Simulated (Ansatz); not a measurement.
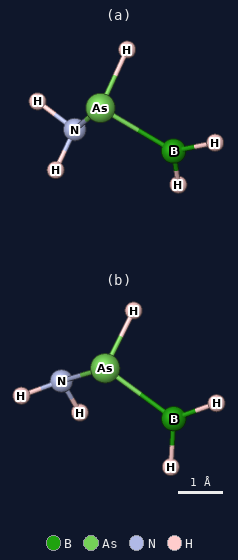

The structure of BAsNH5 (coarse preliminary run) before (top) and after (bottom) a relaxation, at one scale.

A ball-and-stick model, seen at a tilt.

The start comes from a force field.

These are results of RKS PBE-D4/def2-SVP (Ansatz), not measurements.

Input file:
```yaml
crystal:
  periodic: [false, false, false]
  atoms:
    - {symbol: B, position_ang: [-0.937600, 0.658000, -0.863900]}
    - {symbol: As, position_ang: [0.869100, 0.641100, -0.037500]}
    - {symbol: N, position_ang: [0.564200, -1.107800, 0.634100]}
    - {symbol: H, position_ang: [-1.525100, -0.283300, -1.039500]}
    - {symbol: H, position_ang: [-1.434100, 1.726600, -1.253200]}
    - {symbol: H, position_ang: [0.364200, 1.333900, 1.278200]}
    - {symbol: H, position_ang: [1.365900, -1.269700, 1.368500]}
    - {symbol: H, position_ang: [0.825700, -1.756000, -0.142500]}
basis:
  gaussian: {orbitals: def2-SVP}
hamiltonian: {xc: pbe, dispersion: d4}
relax: {f_tol: 0.03, max_steps: 200}
```

Launched with:
```bash
ansatz run in.yaml --threads 2 --pin off --events-out ev --progress --plain --max-ram 4352MiB
```

Q: What changed between the two?

A: The atom that moves furthest after the best rigid fit is H8 (1.02 Å). By element the largest moves are H 1.02 Å, N 0.44 Å, As 0.22 Å, B 0.08 Å. Among the contacts that change: B1–H4 1.123 → 1.217 Å, N3–H7 1.099 → 1.028 Å, As2–H6 1.570 → 1.534 Å, B1–H5 1.241 → 1.216 Å. Bond angles that change, for instance: B1–As2–N3 90.5° → 108.2°, N3–As2–H6 93.3° → 100.1°, B1–As2–H6 93.0° → 99.3°. Groups turn about As2–N3 by about 75°, B1–As2 by about 20°. The energy falls by 10.9 kcal/mol in 11 accepted moves (15 points after the start). The largest force component goes from 3.2 to 0.012 eV/Å. The line search rejected the trial steps at points 5, 9, 11, 14 of the run.
